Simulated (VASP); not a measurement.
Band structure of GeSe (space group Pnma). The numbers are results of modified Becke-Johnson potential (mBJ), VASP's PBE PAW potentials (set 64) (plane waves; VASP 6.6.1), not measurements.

mBJ is a potential without an energy functional, so only the levels count. The path is coarsely sampled, so an indirect gap can come out somewhat too large. Without a dispersion term in the relaxation, distances and binding between the weakly bound layers, chains or molecules are unreliable, and so is what depends on them.

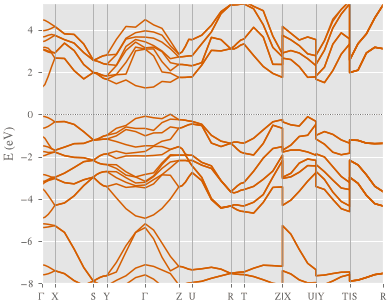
Bands along high-symmetry lines, zero at the valence-band maximum or, without a gap, the Fermi level

Problem. Read the plot: is there a gap, and where are the band edges?

Solution. The gap is indirect, 1.24 eV, from the valence maximum at Γ-Z at 0.75 to the conduction minimum at Γ.

The structure comes from a computed database's GeSe entry (Pnma); how it stands against other phases isn't given here. It was relaxed first. The cell's shape comes from a PBE relaxation.
